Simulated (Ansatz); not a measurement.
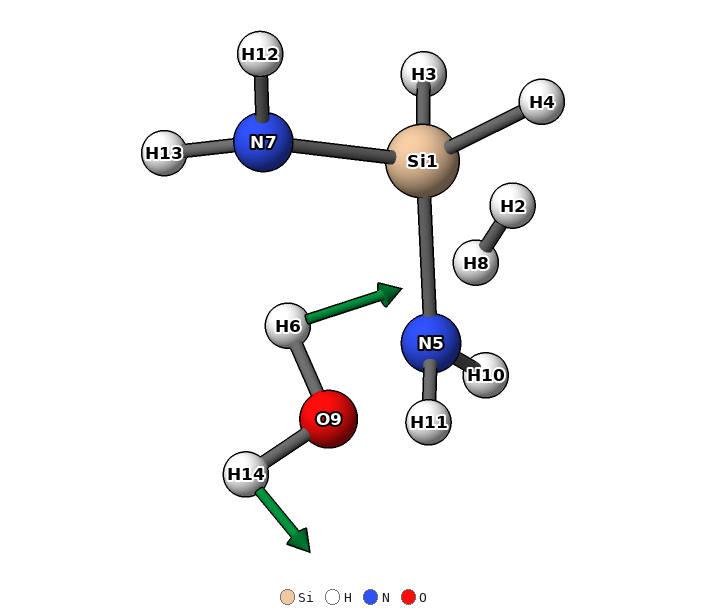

The arrows show one normal mode. Harmonic vibrations computed with RKS PBE0-D4/def2-TZVP (Ansatz 0.2.0) at a stationary point of the same level.

Question: Describe the motion.

Answer: Mostly H–O–H bending.

Question: At what wavenumber does it lie?

Answer: 1653 cm⁻¹; it is mode 27 of 36 counted from the lowest.
